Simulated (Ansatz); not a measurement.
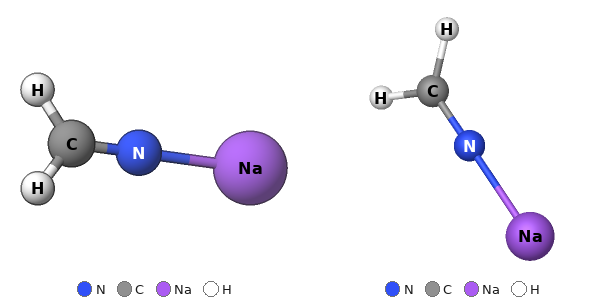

The same structure drawn twice, from different directions.

Count the atoms of each element.

CH2NNa, 5 atoms: 1 carbon, 2 hydrogen, 1 nitrogen and 1 sodium.

How many bonds of each kind are drawn?

2 C–H, 1 C–N, 1 N–Na. Sticks follow a distance rule.

The parts below concern this one geometry. Atoms keep their numbers from picture to picture. The computed structure is the end point of a PBE0-D4/def2-TZVP optimisation. No frequency run is at hand to confirm it as a minimum.

### Shape

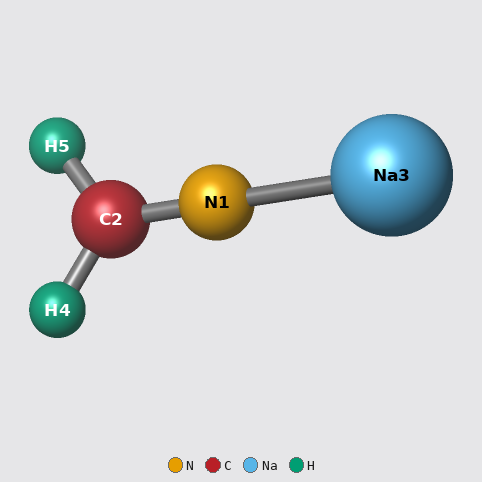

Numbered structure. No frequency run is at hand to confirm it as a minimum.

What are the angles C2–N1–Na3, N1–C2–H4, H4–C2–H5?

| angle | degrees |
| --- | --- |
| C2–N1–Na3 | 179.8 |
| N1–C2–H4 | 124.2 |
| H4–C2–H5 | 111.6 |

### Charges

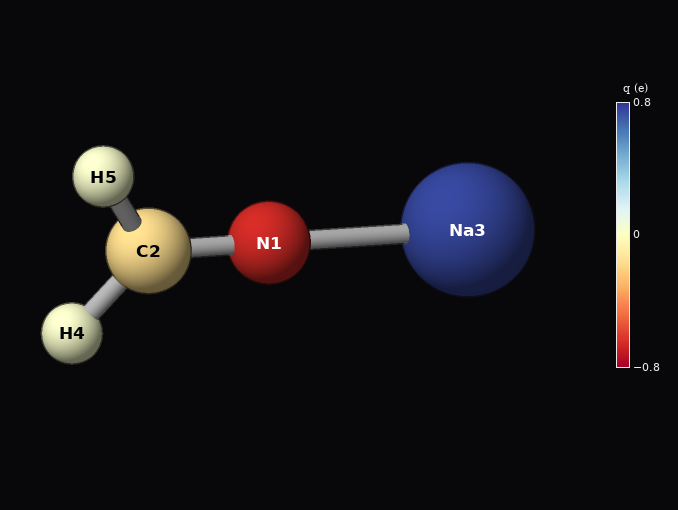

Atoms are coloured by their Mulliken charges. No frequency run is at hand to confirm it as a minimum. Method: RKS PBE0-D4/def2-TZVP (Ansatz 0.2.0).

Give the Mulliken charges atom by atom.

```tsv
atom	value (e)
N1	−0.65
C2	−0.17
Na3	0.75
H4	0.03
H5	0.03
```

### Dipole moment

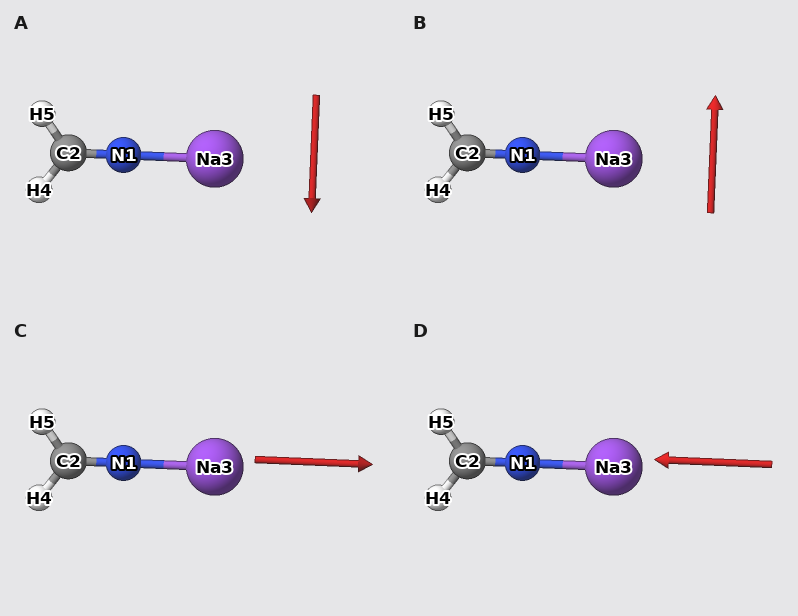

The same molecule four times, each with an arrow. No frequency run is at hand to confirm it as a minimum. Properties computed with RKS PBE0-D4/def2-TZVP (Ansatz 0.2.0).

Which arrow points along the dipole moment, from the negative to the positive end?

C. The dipole moment is 7.38 D; it points from the side of H4, H5 to the side of Na3 (the outermost atoms at the two ends).

### Electronic properties

No frequency run is at hand to confirm it as a minimum. Properties computed with RKS PBE0-D4/def2-TZVPP (Ansatz 0.2.0).

Predict the main results.

- HOMO energy (Kohn–Sham orbital): −3.50 eV
- LUMO energy (Kohn–Sham orbital): −1.39 eV
- HOMO–LUMO gap: 2.12 eV

Mulliken values depend strongly on the basis set and can even reverse the polarity of a bond.
